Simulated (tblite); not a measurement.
Run report: C$_{2}$H$_{7}$P, geometry relaxation

- system: C$_{2}$H$_{7}$P (dimethylphosphine)
- method: GFN2-xTB geometry optimisation, gas phase (tblite 0.8.0)

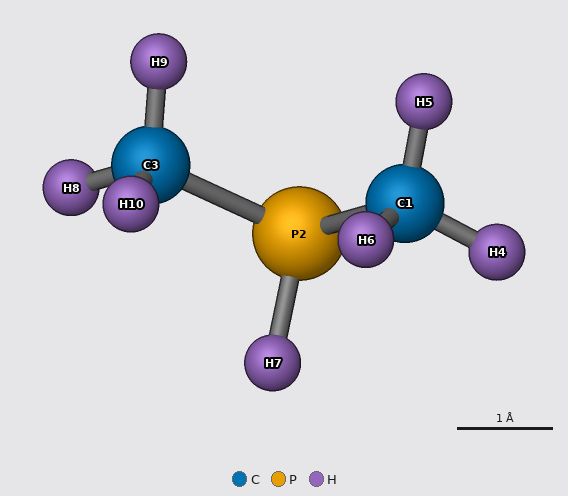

Figure 1. The starting structure (ball-and-stick view, seen at a tilt; atoms are numbered from 1 in the order of the input).

The input
```
{"job": {"xc": "GFN2-xTB", "basis": "xTB", "kind": "relax"}, "charge": 0, "multiplicity": 1}
C     -1.379200     0.124800     0.234000
P     -0.097500     0.113600    -1.074000
C      1.348900    -0.448100    -0.057000
H     -2.302900     0.594800    -0.159700
H     -1.628100    -0.891800     0.563600
H     -1.068800     0.699000     1.106500
H      0.196800     1.497300    -1.085400
H      2.267200    -0.365300    -0.640800
H      1.220000    -1.489500     0.249700
H      1.452300     0.169800     0.840700
```

The first line tells a small driver script what to run in tblite; the rest is the geometry in Å.

Hardware: 1 CPU thread, shared host.

Launched with:
```bash
OMP_NUM_THREADS=1 python <driver script> task.json out
```

The program's output
```
step      E/eV     max force
  0    -281.70960    0.934
  1    -281.72999    0.312
  2    -281.73660    0.278
  3    -281.74113    0.262
  4    -281.74516    0.190
  5    -281.74657    0.109
  6    -281.74705    0.056
  7    -281.74730    0.047
  8    -281.74754    0.066
  9    -281.74774    0.062
 10    -281.74789    0.036
 11    -281.74798    0.030
 12    -281.74806    0.024
 13    -281.74814    0.027
 14    -281.74821    0.022
 15    -281.74825    0.017
 16    -281.74828    0.011
 17    -281.74830    0.014
 18    -281.74832    0.016
 19    -281.74835    0.016
 20    -281.74839    0.016
 21    -281.74842    0.022
 22    -281.74847    0.030
 23    -281.74854    0.031
 24    -281.74860    0.023
 25    -281.74864    0.018
 26    -281.74866    0.017
 27    -281.74869    0.019
 28    -281.74873    0.020
 29    -281.74877    0.014
 30    -281.74878    0.008
 31    -281.74878    0.006
 32    -281.74879    0.006
 33    -281.74880    0.010
 34    -281.74881    0.014
 35    -281.74883    0.013
 36    -281.74884    0.009
 37    -281.74885    0.009
 38    -281.74886    0.008
 39    -281.74887    0.009
 40    -281.74888    0.005
 41    -281.74888    0.004
 42    -281.74888    0.003
 43    -281.74888    0.004
 44    -281.74888    0.003
 45    -281.74888    0.002
```

Trajectory as extended XYZ (Å, eV, eV/Å), 12 frames, from step=0 to step=45
```
10
Properties=species:S:1:pos:R:3:forces:R:3 step=0 energy=-281.70960
C    -1.3792    0.1248    0.2340   -0.7880   0.3610   0.3490
P    -0.0975    0.1136   -1.0740    0.2300  -0.3360  -0.5580
C     1.3489   -0.4481   -0.0570    0.1280   0.2660   0.2590
H    -2.3029    0.5948   -0.1597    0.4600  -0.3030   0.1120
H    -1.6281   -0.8918    0.5636    0.1370   0.1870  -0.2440
H    -1.0688    0.6990    1.1065    0.0850   0.0080   0.0490
H     0.1968    1.4973   -1.0854   -0.0250  -0.2030   0.2690
H     2.2672   -0.3653   -0.6408   -0.1400  -0.0410  -0.0070
H     1.2200   -1.4895    0.2497   -0.0710   0.1410  -0.1540
H     1.4523    0.1698    0.8407   -0.0150  -0.0820  -0.0750
10
Properties=species:S:1:pos:R:3:forces:R:3 step=4 energy=-281.74516
C    -1.3906    0.1401    0.2445    0.1510  -0.0190  -0.1130
P    -0.0938    0.0909   -1.0930   -0.0720   0.0390   0.1710
C     1.3501   -0.4344   -0.0506   -0.0420   0.0020  -0.0390
H    -2.2947    0.5848   -0.1609   -0.0310   0.0500  -0.0140
H    -1.6193   -0.8810    0.5443    0.0120  -0.0290  -0.0040
H    -1.0600    0.7043    1.1146    0.0270   0.0110  -0.0310
H     0.1938    1.4697   -1.0605   -0.0080  -0.1120   0.0440
H     2.2594   -0.3669   -0.6430    0.0160   0.0390  -0.0180
H     1.2126   -1.4759    0.2360   -0.0310  -0.0180   0.0000
H     1.4513    0.1728    0.8461   -0.0220   0.0380   0.0030
10
Properties=species:S:1:pos:R:3:forces:R:3 step=8 energy=-281.74754
C    -1.3861    0.1403    0.2412   -0.0260  -0.0090   0.0200
P    -0.0972    0.0881   -1.0864    0.0180  -0.0270  -0.0570
C     1.3482   -0.4334   -0.0511   -0.0010  -0.0090   0.0080
H    -2.2925    0.5880   -0.1615    0.0110   0.0160  -0.0020
H    -1.6161   -0.8812    0.5411   -0.0030  -0.0130   0.0090
H    -1.0556    0.7054    1.1107    0.0240   0.0060  -0.0040
H     0.1934    1.4587   -1.0518    0.0070   0.0160   0.0230
H     2.2577   -0.3621   -0.6446   -0.0200   0.0200   0.0010
H     1.2088   -1.4755    0.2345    0.0050  -0.0040   0.0100
H     1.4482    0.1764    0.8453   -0.0170   0.0050  -0.0080
10
Properties=species:S:1:pos:R:3:forces:R:3 step=12 energy=-281.74806
C    -1.3863    0.1382    0.2409    0.0160   0.0030  -0.0130
P    -0.0970    0.0850   -1.0899   -0.0100   0.0140   0.0110
C     1.3463   -0.4349   -0.0508   -0.0090   0.0060  -0.0070
H    -2.2895    0.5922   -0.1617    0.0020  -0.0110   0.0080
H    -1.6161   -0.8833    0.5425   -0.0150   0.0180   0.0030
H    -1.0494    0.7057    1.1069    0.0120  -0.0160  -0.0060
H     0.1945    1.4565   -1.0453    0.0000  -0.0070  -0.0040
H     2.2543   -0.3566   -0.6450    0.0020  -0.0080   0.0040
H     1.2092   -1.4768    0.2366    0.0190   0.0040   0.0020
H     1.4431    0.1787    0.8432   -0.0190  -0.0040   0.0020
10
Properties=species:S:1:pos:R:3:forces:R:3 step=16 energy=-281.74828
C    -1.3847    0.1377    0.2395   -0.0080   0.0020   0.0070
P    -0.0978    0.0849   -1.0917    0.0020  -0.0090   0.0010
C     1.3443   -0.4348   -0.0515    0.0080  -0.0010   0.0030
H    -2.2882    0.5926   -0.1605   -0.0050   0.0080   0.0030
H    -1.6192   -0.8816    0.5438   -0.0010  -0.0040  -0.0060
H    -1.0438    0.7032    1.1048    0.0070  -0.0010   0.0040
H     0.1951    1.4556   -1.0434   -0.0020   0.0000  -0.0090
H     2.2530   -0.3553   -0.6441    0.0080   0.0040   0.0030
H     1.2131   -1.4768    0.2379   -0.0020  -0.0020  -0.0060
H     1.4370    0.1791    0.8427   -0.0080   0.0020   0.0010
10
Properties=species:S:1:pos:R:3:forces:R:3 step=20 energy=-281.74839
C    -1.3853    0.1381    0.2402    0.0140  -0.0030  -0.0070
P    -0.0981    0.0828   -1.0918   -0.0030   0.0030  -0.0090
C     1.3451   -0.4348   -0.0514   -0.0110   0.0020  -0.0020
H    -2.2885    0.5954   -0.1583    0.0080   0.0090   0.0080
H    -1.6213   -0.8814    0.5424   -0.0030  -0.0030   0.0010
H    -1.0389    0.7013    1.1049   -0.0090  -0.0010   0.0060
H     0.1947    1.4541   -1.0459   -0.0040  -0.0100  -0.0090
H     2.2551   -0.3531   -0.6422   -0.0030   0.0090   0.0100
H     1.2148   -1.4773    0.2365    0.0020  -0.0020  -0.0010
H     1.4314    0.1796    0.8430    0.0090  -0.0040   0.0040
10
Properties=species:S:1:pos:R:3:forces:R:3 step=24 energy=-281.74860
C    -1.3833    0.1379    0.2402   -0.0110   0.0020   0.0090
P    -0.0995    0.0780   -1.0952   -0.0020  -0.0110   0.0130
C     1.3438   -0.4342   -0.0514    0.0020   0.0020   0.0060
H    -2.2855    0.6044   -0.1512    0.0220  -0.0050  -0.0040
H    -1.6265   -0.8814    0.5397    0.0040   0.0160  -0.0040
H    -1.0321    0.6960    1.1070   -0.0020  -0.0140  -0.0080
H     0.1927    1.4487   -1.0551    0.0000   0.0070  -0.0070
H     2.2580   -0.3451   -0.6346   -0.0150   0.0060  -0.0070
H     1.2187   -1.4785    0.2329    0.0000   0.0080   0.0000
H     1.4227    0.1787    0.8451    0.0010  -0.0110   0.0020
10
Properties=species:S:1:pos:R:3:forces:R:3 step=28 energy=-281.74873
C    -1.3825    0.1380    0.2410    0.0110  -0.0010  -0.0050
P    -0.1005    0.0739   -1.0950    0.0030   0.0100  -0.0040
C     1.3429   -0.4334   -0.0504   -0.0010   0.0000   0.0010
H    -2.2810    0.6100   -0.1491   -0.0130   0.0070  -0.0130
H    -1.6295   -0.8800    0.5379   -0.0100  -0.0140   0.0040
H    -1.0276    0.6910    1.1083    0.0070   0.0080   0.0150
H     0.1912    1.4459   -1.0620   -0.0030  -0.0080  -0.0020
H     2.2568   -0.3386   -0.6323    0.0000   0.0030  -0.0100
H     1.2212   -1.4785    0.2312    0.0040  -0.0090   0.0020
H     1.4178    0.1763    0.8480    0.0030   0.0040   0.0120
10
Properties=species:S:1:pos:R:3:forces:R:3 step=32 energy=-281.74879
C    -1.3820    0.1382    0.2413   -0.0050   0.0000   0.0020
P    -0.1006    0.0726   -1.0951    0.0000  -0.0050   0.0030
C     1.3427   -0.4331   -0.0496    0.0020  -0.0010   0.0010
H    -2.2797    0.6127   -0.1493    0.0020   0.0000   0.0010
H    -1.6319   -0.8801    0.5373   -0.0040   0.0040  -0.0020
H    -1.0254    0.6892    1.1100   -0.0030   0.0000  -0.0040
H     0.1903    1.4443   -1.0655    0.0000   0.0010   0.0030
H     2.2561   -0.3355   -0.6324    0.0000   0.0010   0.0000
H     1.2230   -1.4791    0.2304    0.0050   0.0010  -0.0020
H     1.4163    0.1754    0.8503    0.0030  -0.0010  -0.0030
10
Properties=species:S:1:pos:R:3:forces:R:3 step=36 energy=-281.74884
C    -1.3833    0.1383    0.2418   -0.0060   0.0020  -0.0010
P    -0.1011    0.0695   -1.0935    0.0020  -0.0060   0.0010
C     1.3440   -0.4333   -0.0487    0.0030   0.0010  -0.0050
H    -2.2785    0.6166   -0.1495   -0.0020   0.0050  -0.0040
H    -1.6390   -0.8790    0.5361    0.0040   0.0040   0.0060
H    -1.0253    0.6887    1.1103   -0.0040  -0.0080   0.0020
H     0.1889    1.4415   -1.0665    0.0010  -0.0010   0.0030
H     2.2558   -0.3316   -0.6332    0.0040   0.0020  -0.0010
H     1.2295   -1.4806    0.2289    0.0000   0.0080   0.0040
H     1.4178    0.1746    0.8517   -0.0030  -0.0080  -0.0040
10
Properties=species:S:1:pos:R:3:forces:R:3 step=40 energy=-281.74888
C    -1.3847    0.1387    0.2418    0.0030  -0.0010   0.0000
P    -0.1015    0.0665   -1.0926   -0.0030   0.0040  -0.0020
C     1.3453   -0.4333   -0.0489    0.0000   0.0000  -0.0010
H    -2.2777    0.6208   -0.1501    0.0010   0.0000  -0.0020
H    -1.6436   -0.8776    0.5363   -0.0020  -0.0020   0.0010
H    -1.0254    0.6865    1.1112   -0.0020   0.0010   0.0040
H     0.1881    1.4388   -1.0671    0.0010  -0.0030   0.0000
H     2.2566   -0.3279   -0.6337    0.0030   0.0000  -0.0010
H     1.2341   -1.4808    0.2284    0.0000  -0.0040   0.0000
H     1.4176    0.1729    0.8523   -0.0010   0.0040   0.0010
10
Properties=species:S:1:pos:R:3:forces:R:3 step=45 energy=-281.74888
C    -1.3847    0.1386    0.2421   -0.0010   0.0000   0.0000
P    -0.1016    0.0665   -1.0925    0.0020  -0.0010   0.0010
C     1.3456   -0.4335   -0.0491    0.0000   0.0000   0.0000
H    -2.2773    0.6209   -0.1507    0.0000   0.0000   0.0000
H    -1.6444   -0.8775    0.5366    0.0000   0.0000   0.0000
H    -1.0264    0.6866    1.1119    0.0000   0.0000   0.0000
H     0.1884    1.4385   -1.0669    0.0000   0.0000   0.0000
H     2.2569   -0.3278   -0.6340   -0.0010   0.0000   0.0010
H     1.2347   -1.4811    0.2282    0.0000   0.0020   0.0000
H     1.4176    0.1733    0.8519    0.0000  -0.0010  -0.0020
```

Results in brief

- outcome: converged
- total energy: −281.7489 eV
- peak memory: 0.18 GiB
